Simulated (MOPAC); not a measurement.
**Run report: SnPN₂H₇, geometry relaxation (part 2 of 2)**

Continued. System: SnPN₂H₇. Method: PM7, closed shell, dispersion built in (MOPAC 23.2.5). The atoms were displaced at random from an optimised geometry.

Geometry of the input (Å):
```
N  -1.2000  1.1279  0.7133
P  -0.8330  -0.5395  0.5176
N  0.5488  -0.9556  1.4281
Sn 0.3102  -0.3208  -1.7224
H  -0.4817  1.8417  0.6391
H  -1.8388  1.3364  1.4568
H  0.3888  -1.3234  2.3382
H  1.4216  -0.3944  1.3691
H  -0.7922  0.2301  -2.9155
H  0.9429  -1.8404  -2.2047
H  1.6015  0.7776  -1.5800
```

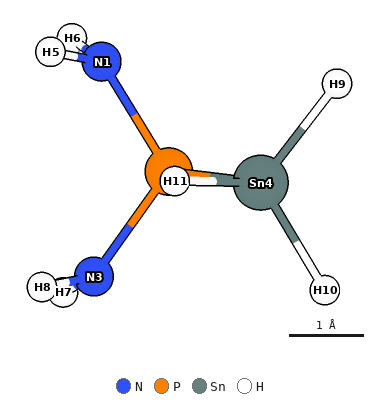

Figure 1. The geometry at step 21 of the log (ball-and-stick view, seen at a tilt; atoms are numbered from 1 in the order of the input).

## Trajectory as extended XYZ, continued
```
11
Properties=species:S:1:pos:R:3:forces:R:3 step=4 energy=1.85482
N    -1.2784    1.1733    0.8005    0.5723  -0.2386  -0.4444
P    -0.8366   -0.5285    0.5904    0.0422   0.2540  -0.1696
N     0.5552   -0.9953    1.5487    0.1102  -0.0942   0.0541
Sn    0.3459   -0.3324   -1.8749   -0.4289   0.0279  -0.2450
H    -0.5041    1.8563    0.7331   -0.2998   0.0395   0.1353
H    -1.8619    1.3940    1.5890   -0.2836   0.1065   0.4817
H     0.3908   -1.3051    2.5106   -0.2303  -0.0109   0.0849
H     1.3974   -0.4164    1.5483    0.0459   0.0624  -0.0533
H    -0.8178    0.2459   -3.0242    0.4174  -0.2272   0.4192
H     0.9488   -1.8877   -2.2176   -0.0135   0.0580  -0.0840
H     1.5897    0.7843   -1.5595    0.0681   0.0225  -0.1788
11
Properties=species:S:1:pos:R:3:forces:R:3 step=6 energy=1.82075
N    -1.2706    1.1672    0.7932    0.0088   0.0501   0.1025
P    -0.8318   -0.5229    0.5767    0.1651   0.0585  -0.0362
N     0.5535   -0.9972    1.5474    0.1480  -0.0187   0.0746
Sn    0.3421   -0.3329   -1.8679    0.1358  -0.1588   0.1561
H    -0.5156    1.8612    0.7459   -0.0862   0.1126   0.0471
H    -1.8668    1.3903    1.6010   -0.0155  -0.0828   0.0385
H     0.3789   -1.3040    2.5138   -0.1937   0.0482  -0.0546
H     1.3984   -0.4105    1.5479   -0.0885  -0.0521  -0.0088
H    -0.8021    0.2319   -2.9824   -0.0950   0.0173  -0.0921
H     0.9496   -1.8806   -2.2279   -0.0194   0.0133  -0.0765
H     1.5927    0.7867   -1.5863    0.0406   0.0124  -0.1505
11
Properties=species:S:1:pos:R:3:forces:R:3 step=8 energy=1.79131
N    -1.2836    1.1751    0.8227    0.2988  -0.0468  -0.1747
P    -0.8170   -0.5052    0.5612   -0.0039   0.1099   0.0790
N     0.5490   -1.0049    1.5493    0.0721   0.0827   0.0310
Sn    0.3477   -0.3438   -1.8661    0.0945   0.0988  -0.0967
H    -0.5442    1.8896    0.7922   -0.0975   0.0355   0.0097
H    -1.8784    1.3675    1.6280   -0.1601  -0.0974   0.2040
H     0.3420   -1.2883    2.5146   -0.1628  -0.0297   0.0240
H     1.3870   -0.4125    1.5716    0.0216  -0.0342  -0.0062
H    -0.7970    0.2192   -2.9819   -0.1293  -0.0153  -0.0410
H     0.9497   -1.8753   -2.2782    0.0030  -0.0905   0.0043
H     1.5974    0.7949   -1.6853    0.0637  -0.0130  -0.0334
11
Properties=species:S:1:pos:R:3:forces:R:3 step=10 energy=1.77282
N    -1.2906    1.1762    0.8590    0.1051   0.1427   0.0264
P    -0.8070   -0.4821    0.5667    0.0923  -0.1210  -0.0616
N     0.5393   -1.0081    1.5735   -0.0889   0.0969  -0.0143
Sn    0.3589   -0.3516   -1.8908    0.0341   0.1559  -0.0586
H    -0.5822    1.9226    0.8443   -0.0722  -0.0512  -0.0173
H    -1.8982    1.3260    1.6776   -0.0262  -0.0614   0.0063
H     0.2905   -1.2792    2.5356   -0.0519  -0.0258  -0.0021
H     1.3775   -0.4216    1.6135    0.0845  -0.0153   0.0306
H    -0.8018    0.2007   -2.9971   -0.1306  -0.0397  -0.0052
H     0.9498   -1.8867   -2.3169   -0.0156  -0.0465   0.0643
H     1.6068    0.7979   -1.7843    0.0695  -0.0345   0.0315
11
Properties=species:S:1:pos:R:3:forces:R:3 step=12 energy=1.76502
N    -1.2858    1.1747    0.8769   -0.1119  -0.0005   0.0113
P    -0.7994   -0.4784    0.5633    0.1003  -0.0045  -0.0547
N     0.5292   -0.9985    1.5866    0.0135  -0.0062  -0.0134
Sn    0.3615   -0.3506   -1.9046    0.0051   0.0729   0.0368
H    -0.5971    1.9314    0.8602    0.0196  -0.0096   0.0097
H    -1.9049    1.3011    1.6949    0.0560  -0.0083  -0.0532
H     0.2669   -1.2817    2.5421   -0.0377   0.0047  -0.0139
H     1.3806   -0.4300    1.6375    0.0026  -0.0124   0.0065
H    -0.8166    0.1863   -3.0042   -0.0765  -0.0450   0.0132
H     0.9468   -1.8998   -2.2991   -0.0374   0.0186   0.0464
H     1.6167    0.7904   -1.8056    0.0663  -0.0097   0.0112
11
Properties=species:S:1:pos:R:3:forces:R:3 step=14 energy=1.75933
N    -1.2843    1.1705    0.8750   -0.0322   0.0270  -0.0628
P    -0.7848   -0.4747    0.5463    0.0107   0.0020   0.0155
N     0.5258   -0.9953    1.5842    0.0778  -0.0439   0.0151
Sn    0.3572   -0.3458   -1.8994    0.0764   0.0320   0.0191
H    -0.5997    1.9325    0.8686    0.0063  -0.0195   0.0017
H    -1.9020    1.2829    1.6905   -0.0206   0.0118   0.0297
H     0.2495   -1.2860    2.5341   -0.0201   0.0161  -0.0256
H     1.3859   -0.4396    1.6458   -0.0352  -0.0168   0.0013
H    -0.8378    0.1661   -2.9959   -0.0252  -0.0293   0.0186
H     0.9381   -1.9062   -2.2541   -0.0447   0.0209   0.0049
H     1.6311    0.7785   -1.8086    0.0068  -0.0001  -0.0175
11
Properties=species:S:1:pos:R:3:forces:R:3 step=16 energy=1.75755
N    -1.2894    1.1729    0.8717    0.0047  -0.0056  -0.0073
P    -0.7777   -0.4705    0.5418   -0.0190  -0.0096   0.0028
N     0.5278   -1.0016    1.5837    0.0020  -0.0034   0.0048
Sn    0.3575   -0.3435   -1.8976    0.0647   0.0120   0.0012
H    -0.6034    1.9341    0.8768    0.0018  -0.0032  -0.0049
H    -1.9030    1.2749    1.6938   -0.0195   0.0205   0.0001
H     0.2368   -1.2853    2.5311    0.0099  -0.0112   0.0063
H     1.3857   -0.4458    1.6549    0.0023  -0.0024   0.0039
H    -0.8499    0.1514   -2.9877   -0.0185  -0.0118   0.0085
H     0.9302   -1.9079   -2.2404   -0.0305  -0.0044  -0.0062
H     1.6377    0.7744   -1.8288    0.0021   0.0189  -0.0091
11
Properties=species:S:1:pos:R:3:forces:R:3 step=18 energy=1.75691
N    -1.2909    1.1738    0.8710    0.0073  -0.0085   0.0011
P    -0.7805   -0.4716    0.5461    0.0191  -0.0032  -0.0055
N     0.5285   -1.0043    1.5856   -0.0170   0.0156  -0.0038
Sn    0.3601   -0.3427   -1.8991    0.0214   0.0025   0.0152
H    -0.6027    1.9329    0.8730    0.0008   0.0046  -0.0014
H    -1.9053    1.2825    1.6925   -0.0044   0.0019  -0.0145
H     0.2389   -1.2872    2.5335    0.0081  -0.0140   0.0087
H     1.3855   -0.4464    1.6570   -0.0068  -0.0042  -0.0010
H    -0.8539    0.1480   -2.9830   -0.0197  -0.0033   0.0015
H     0.9246   -1.9090   -2.2468   -0.0140  -0.0004   0.0004
H     1.6371    0.7795   -1.8389    0.0051   0.0091  -0.0007
11
Properties=species:S:1:pos:R:3:forces:R:3 step=19 energy=1.75665
N    -1.2900    1.1728    0.8696    0.0074   0.0028  -0.0056
P    -0.7792   -0.4719    0.5445    0.0146   0.0020   0.0028
N     0.5278   -1.0039    1.5854   -0.0088   0.0024   0.0010
Sn    0.3602   -0.3415   -1.8975    0.0198  -0.0027  -0.0028
H    -0.6025    1.9324    0.8712    0.0003   0.0043   0.0000
H    -1.9059    1.2826    1.6892   -0.0086  -0.0013  -0.0063
H     0.2379   -1.2898    2.5324    0.0095  -0.0083   0.0056
H     1.3860   -0.4484    1.6570   -0.0092  -0.0028   0.0026
H    -0.8591    0.1437   -2.9787   -0.0083   0.0013   0.0043
H     0.9204   -1.9099   -2.2426   -0.0078   0.0015  -0.0017
H     1.6390    0.7803   -1.8431   -0.0090   0.0008   0.0002
11
Properties=species:S:1:pos:R:3:forces:R:3 step=21 energy=1.75653
N    -1.2896    1.1725    0.8683    0.0060   0.0075  -0.0068
P    -0.7782   -0.4722    0.5450    0.0095   0.0056   0.0010
N     0.5268   -1.0044    1.5871    0.0025  -0.0053   0.0008
Sn    0.3609   -0.3406   -1.8976    0.0022  -0.0098  -0.0002
H    -0.6027    1.9327    0.8701    0.0012   0.0024   0.0010
H    -1.9078    1.2836    1.6857   -0.0084  -0.0039  -0.0029
H     0.2379   -1.2930    2.5335    0.0017  -0.0027   0.0008
H     1.3856   -0.4504    1.6590   -0.0037   0.0007   0.0047
H    -0.8643    0.1404   -2.9740   -0.0028   0.0068   0.0022
H     0.9160   -1.9105   -2.2428    0.0020   0.0010  -0.0022
H     1.6393    0.7822   -1.8490   -0.0101  -0.0024   0.0015
11
Properties=species:S:1:pos:R:3:forces:R:3 step=23 energy=1.75645
N    -1.2894    1.1731    0.8660    0.0041   0.0000   0.0019
P    -0.7767   -0.4719    0.5454    0.0009  -0.0009  -0.0009
N     0.5267   -1.0055    1.5886    0.0120   0.0013   0.0015
Sn    0.3609   -0.3406   -1.8976   -0.0065  -0.0078   0.0007
H    -0.6030    1.9337    0.8708    0.0036   0.0000  -0.0003
H    -1.9103    1.2831    1.6817   -0.0085   0.0023  -0.0020
H     0.2385   -1.2956    2.5349   -0.0118  -0.0019  -0.0045
H     1.3846   -0.4507    1.6626    0.0060   0.0026   0.0013
H    -0.8668    0.1417   -2.9706   -0.0038   0.0064   0.0006
H     0.9145   -1.9100   -2.2467    0.0054  -0.0020  -0.0003
H     1.6375    0.7836   -1.8509   -0.0014  -0.0001   0.0021
11
Properties=species:S:1:pos:R:3:forces:R:3 step=25 energy=1.75638
N    -1.2886    1.1734    0.8643   -0.0017  -0.0041   0.0027
P    -0.7753   -0.4717    0.5450    0.0035  -0.0030   0.0032
N     0.5277   -1.0056    1.5887    0.0036   0.0015  -0.0005
Sn    0.3601   -0.3412   -1.8970   -0.0005   0.0025  -0.0033
H    -0.6026    1.9344    0.8717    0.0033  -0.0042   0.0005
H    -1.9132    1.2826    1.6772   -0.0041   0.0067  -0.0007
H     0.2374   -1.2980    2.5337   -0.0067  -0.0007  -0.0011
H     1.3847   -0.4495    1.6660    0.0018   0.0024  -0.0013
H    -0.8678    0.1458   -2.9679   -0.0015  -0.0003   0.0010
H     0.9156   -1.9095   -2.2491    0.0004  -0.0003   0.0001
H     1.6357    0.7840   -1.8475    0.0019  -0.0006  -0.0007
11
Properties=species:S:1:pos:R:3:forces:R:3 step=27 energy=1.75636
N    -1.2885    1.1732    0.8639    0.0006  -0.0004   0.0000
P    -0.7749   -0.4718    0.5453    0.0003  -0.0008   0.0007
N     0.5280   -1.0058    1.5892    0.0003   0.0008   0.0004
Sn    0.3602   -0.3410   -1.8971   -0.0039   0.0013  -0.0002
H    -0.6022    1.9339    0.8717    0.0030  -0.0016   0.0007
H    -1.9147    1.2840    1.6754   -0.0014  -0.0007  -0.0008
H     0.2363   -1.2992    2.5335    0.0003   0.0009   0.0006
H     1.3848   -0.4494    1.6673   -0.0022   0.0006   0.0006
H    -0.8695    0.1458   -2.9662    0.0004   0.0000  -0.0006
H     0.9147   -1.9097   -2.2492    0.0010   0.0011  -0.0003
H     1.6357    0.7843   -1.8484    0.0015  -0.0012  -0.0010
11
Properties=species:S:1:pos:R:3:forces:R:3 step=29 energy=1.75636
N    -1.2882    1.1732    0.8634   -0.0003  -0.0009   0.0012
P    -0.7746   -0.4720    0.5454   -0.0011  -0.0012   0.0003
N     0.5281   -1.0057    1.5896   -0.0008   0.0007   0.0001
Sn    0.3599   -0.3410   -1.8972    0.0000   0.0015  -0.0014
H    -0.6015    1.9335    0.8724    0.0027  -0.0013   0.0003
H    -1.9154    1.2840    1.6742   -0.0007  -0.0001  -0.0005
H     0.2361   -1.2993    2.5338   -0.0002   0.0006   0.0007
H     1.3845   -0.4489    1.6682   -0.0003   0.0013  -0.0002
H    -0.8693    0.1467   -2.9664   -0.0002  -0.0011   0.0001
H     0.9152   -1.9092   -2.2500   -0.0009   0.0004  -0.0001
H     1.6357    0.7839   -1.8483    0.0019   0.0002  -0.0006
11
Properties=species:S:1:pos:R:3:forces:R:3 step=31 energy=1.75635
N    -1.2878    1.1730    0.8630    0.0001   0.0001   0.0005
P    -0.7744   -0.4725    0.5455   -0.0015   0.0000  -0.0002
N     0.5280   -1.0056    1.5902   -0.0005   0.0001  -0.0001
Sn    0.3597   -0.3407   -1.8972    0.0040  -0.0005  -0.0021
H    -0.6003    1.9326    0.8733    0.0013  -0.0001   0.0008
H    -1.9162    1.2843    1.6728    0.0000  -0.0010   0.0001
H     0.2357   -1.2992    2.5344   -0.0001   0.0007  -0.0002
H     1.3841   -0.4483    1.6692   -0.0002   0.0010  -0.0003
H    -0.8696    0.1466   -2.9665   -0.0005  -0.0004   0.0007
H     0.9151   -1.9088   -2.2504   -0.0017  -0.0005   0.0000
H     1.6363    0.7834   -1.8497   -0.0008   0.0005   0.0009
11
Properties=species:S:1:pos:R:3:forces:R:3 step=33 energy=1.75635
N    -1.2878    1.1730    0.8635    0.0009   0.0001  -0.0011
P    -0.7747   -0.4725    0.5456    0.0016   0.0005  -0.0009
N     0.5279   -1.0054    1.5903    0.0001   0.0000  -0.0008
Sn    0.3599   -0.3407   -1.8976    0.0000  -0.0005   0.0018
H    -0.6000    1.9323    0.8740    0.0001  -0.0004   0.0008
H    -1.9162    1.2841    1.6732   -0.0003  -0.0002   0.0005
H     0.2357   -1.2987    2.5346    0.0001   0.0007  -0.0003
H     1.3840   -0.4480    1.6690   -0.0016   0.0002  -0.0001
H    -0.8699    0.1462   -2.9664    0.0000   0.0006  -0.0002
H     0.9146   -1.9091   -2.2505    0.0000  -0.0008  -0.0002
H     1.6365    0.7836   -1.8499   -0.0008  -0.0001   0.0003
11
Properties=species:S:1:pos:R:3:forces:R:3 step=35 energy=1.75635
N    -1.2875    1.1730    0.8634   -0.0001  -0.0001   0.0008
P    -0.7746   -0.4726    0.5451   -0.0008  -0.0003   0.0006
N     0.5279   -1.0051    1.5902   -0.0001  -0.0004   0.0003
Sn    0.3598   -0.3409   -1.8974    0.0006   0.0003  -0.0009
H    -0.5990    1.9317    0.8760   -0.0003   0.0004  -0.0008
H    -1.9168    1.2835    1.6726    0.0001   0.0001  -0.0004
H     0.2356   -1.2980    2.5344   -0.0001  -0.0004   0.0001
H     1.3835   -0.4469    1.6690    0.0009   0.0001   0.0000
H    -0.8699    0.1467   -2.9660    0.0006   0.0001   0.0001
H     0.9145   -1.9092   -2.2510   -0.0007   0.0002   0.0005
H     1.6363    0.7834   -1.8491    0.0000   0.0000  -0.0004
11
Properties=species:S:1:pos:R:3:forces:R:3 step=37 energy=1.75635
N    -1.2876    1.1730    0.8634    0.0002   0.0000   0.0001
P    -0.7746   -0.4726    0.5452    0.0000   0.0000  -0.0002
N     0.5279   -1.0052    1.5902    0.0001  -0.0001   0.0000
Sn    0.3599   -0.3408   -1.8974    0.0001   0.0001   0.0004
H    -0.5993    1.9319    0.8753   -0.0001   0.0000  -0.0001
H    -1.9166    1.2837    1.6727    0.0000   0.0000  -0.0001
H     0.2356   -1.2983    2.5345    0.0000   0.0000   0.0000
H     1.3836   -0.4472    1.6690   -0.0001   0.0000   0.0000
H    -0.8700    0.1465   -2.9661    0.0003   0.0002  -0.0001
H     0.9145   -1.9091   -2.2508   -0.0004  -0.0002   0.0002
H     1.6363    0.7835   -1.8494    0.0000   0.0001  -0.0001
```

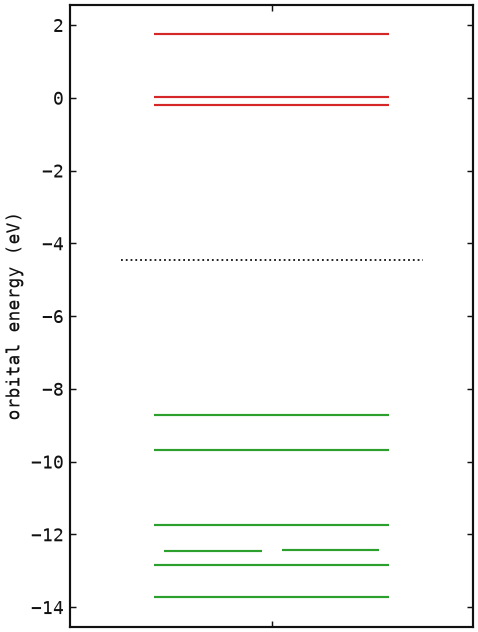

Figure 2. Orbital energies near the frontier; the dotted line parts filled from empty levels, and levels within 0.02 eV of each other stand side by side. Highest filled −8.71 eV, lowest empty −0.19 eV, 8.52 eV apart.

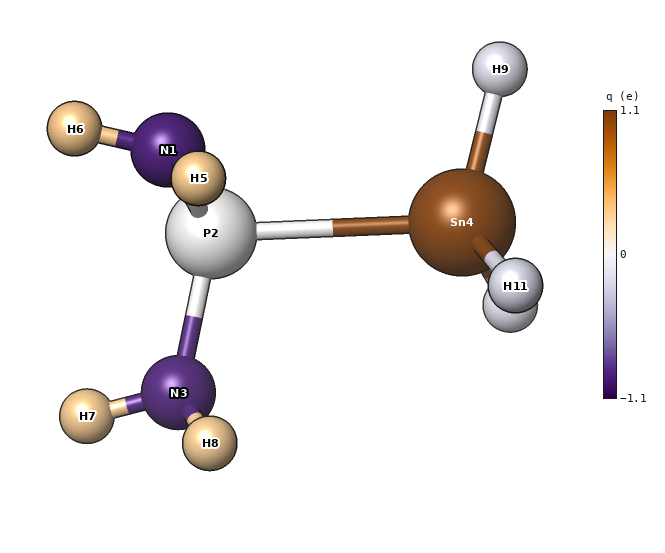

Figure 3. Mulliken charges, as the colour of each atom (ball-and-stick view, seen at a tilt; atoms are numbered from 1 in the order of the input). By element: N −0.92, P +0.01, Sn +1.08 and H −0.19 to +0.33 e.

## Summary

| quantity | value |
| --- | --- |
| outcome | converged |
| total energy | −26.850376 hartree |
| dispersion energy | −0.000826 hartree |
| heat of formation | 40.50 kcal/mol |
| basis functions | 28 |
| largest force | 0.001 eV/Å |
| HOMO | −8.71 eV |
| LUMO | −0.19 eV |
| dipole moment | 4.18 D |
| wall time | 2.3 s |
| peak memory | 0.092 GiB |

## Notes

MOPAC's energies along a path are heats of formation.
